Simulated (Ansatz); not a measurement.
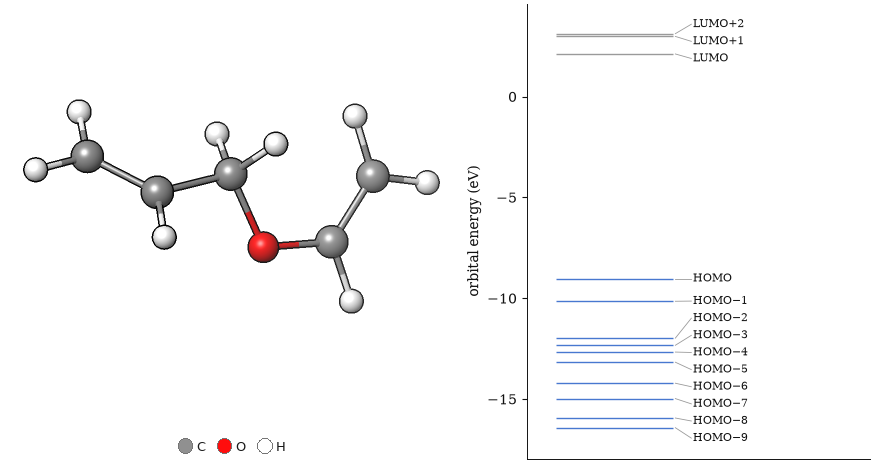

C₅H₈O, SMILES C=CCOC=C. Kohn-Sham orbital energies near the frontier, ωB97M-V/def2-TZVPP in the Ansatz code 0.2.0, at a PBE0-D4/def2-TZVP geometry (a minimum by its frequencies), isolated molecule; empty levels in grey, levels within 0.03 eV side by side.

### Where do the frontier orbitals lie?

HOMO at −9.03 eV, LUMO at 2.11 eV, 11.14 eV apart.

### How far below the HOMO does the next level lie?

1.13 eV.

Caveats: one conformer of a flexible molecule; empty levels above zero depend strongly on the basis.
